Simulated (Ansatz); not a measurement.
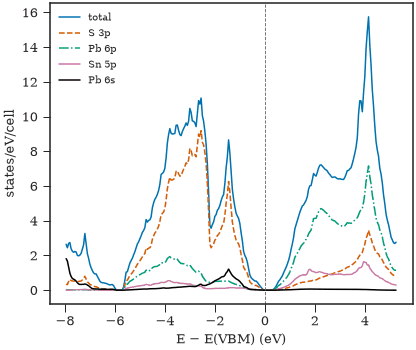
Total and projected density of states of SnPb4S5 in space group I4/mmm (No. 139; Pearson symbol tI20), the program Ansatz at the r²SCAN level (PAW)

Question: Which orbitals carry the states next to the gap?

Answer: Top 1 eV of the valence band: S 3p 60 %, Sn 5s 16 %, Pb 6s 10 %, Pb 6p 7 %, Sn 5p 5 %. Bottom 1 eV of the conduction band: Pb 6p 53 %, Sn 5p 17 %, S 3s 15 %, S 3p 9 %. Projections are on Löwdin-orthogonalised atomic valence shells; empty p or d shells of many metals are not among them.

Question: Where is the tallest occupied peak in this window, and what makes it?

Answer: Near -2.5 eV, about 11 states/eV per cell; the largest projected share is S 3p.

The workflow started from a Materials Project entry (that database holds measured and hypothetical structures alike); the Crystallography Open Database copy checked does not list it. Its standing as an ambient phase is unchecked. Symmetry was held in the r²SCAN relaxation; its stability against distortions is not shown here. Spin–orbit coupling is left out wherever it is not named.

Potentials: the later of the program's two PAW sets.
